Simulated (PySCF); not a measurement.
**C3H12OSi2 (SMILES C[C@H](CO)[SiH2][SiH3]): density, localisation and related maps**

The calculation's input:

```
{"job": {"kind": "uv", "xc": "CAM-B3LYP", "basis": "def2-SVPD", "nstates": 8, "ntriplets": 3}, "charge": 0, "multiplicity": 1}
C     -1.155773    -2.025840    -0.099457
C     -0.534688    -0.684243     0.261715
C     -1.429533     0.457418    -0.194436
O     -0.722803     1.667877    -0.007073
Si     1.205661    -0.408925    -0.493075
Si     2.137563     1.555520     0.265449
H     -2.149241    -2.130415     0.337908
H     -1.247926    -2.127466    -1.179052
H     -0.534445    -2.839323     0.266103
H     -0.454824    -0.623005     1.351674
H     -1.677670     0.323742    -1.257758
H     -2.372789     0.476221     0.373015
H     -1.255929     2.409601    -0.308195
H      1.015431    -0.475162    -1.954645
H      1.957730    -1.632677    -0.162343
H      3.597727     1.407659     0.382078
H      1.677020     1.970124     1.591119
H      1.935729     2.685211    -0.644668
```

Run with:

```sh
OMP_NUM_THREADS=1 python probes_run.py task.json out
```

Geometry: GFN2-xTB.

Theory: CAM-B3LYP/def2-SVPD, SCF density, gas phase in PySCF.

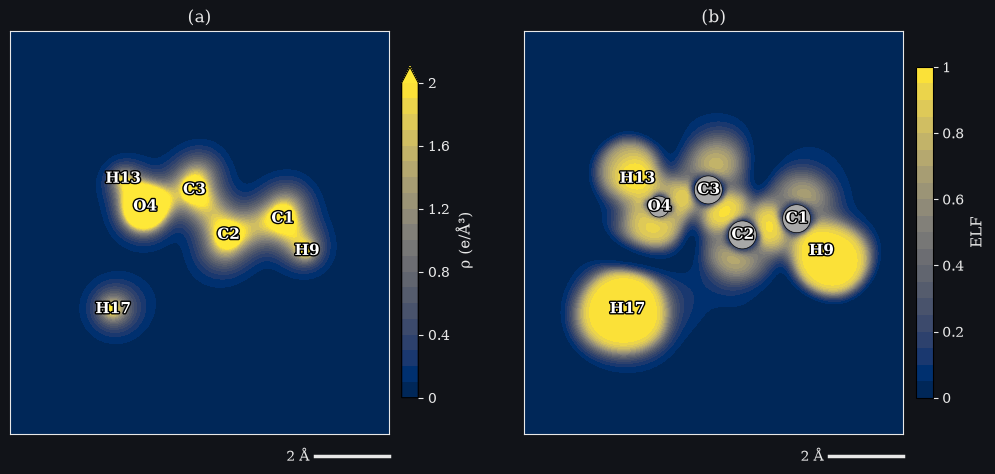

Figure 1. (a) electron density; (b) electron localisation function on the plane of atoms C2, C1 and H9. Grey discs cover the atomic cores in the ELF map.

**Interpret the plot.**

The section cuts through C, O and H sites. C–O (1.41 Å): the density is about 2.1 e/Å³ at the midpoint, with its minimum of 1.7 e/Å³ about 0.5 Å from C; the ELF peaks at about 0.90 between the atoms: a shared but strongly polarised pair. C–C (1.52 Å): the density is about 1.7 e/Å³ at the midpoint; the ELF peaks at about 0.95 between the atoms (a covalent bond). O–H (0.96 Å): the density is about 3.7 e/Å³ at the midpoint; the ELF climbs to about 1 towards the hydrogen, as it does in any bond to H: a covalent bond by its length. C–H (1.09 Å): ρ is about 2 e/Å³ halfway; the ELF climbs to about 1 towards the hydrogen: a covalent bond by its length.

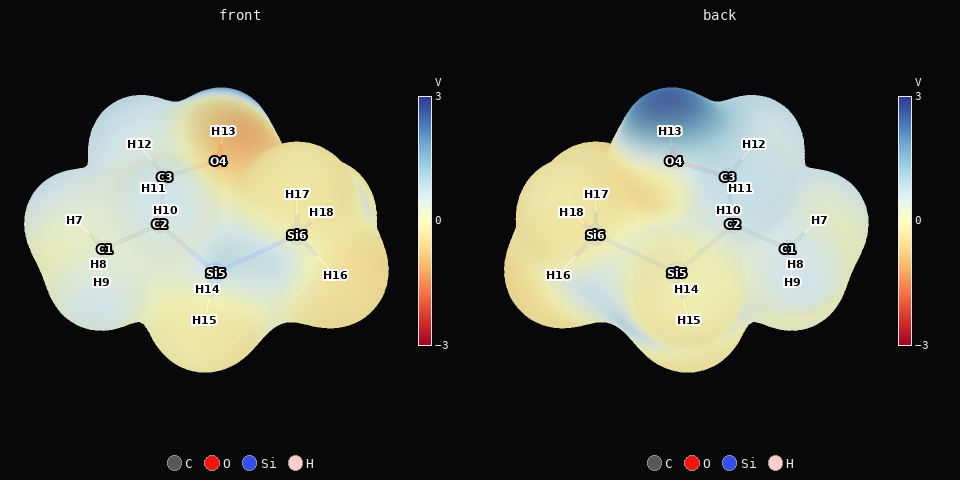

Figure 2. The molecular electrostatic potential painted on the density surface at 0.002 e/bohr³, seen from the front and from behind; the colour scale runs from red (negative) to blue (positive).

**Which sites attract a positive test charge, and which a negative one?**

A positive charge is drawn to the negative regions and a negative charge to the positive ones. The most negative region (about −1.0 V) lies over O4, the most positive (about +2.5 V) over H13. O4 is the likeliest acceptor of a hydrogen bond.
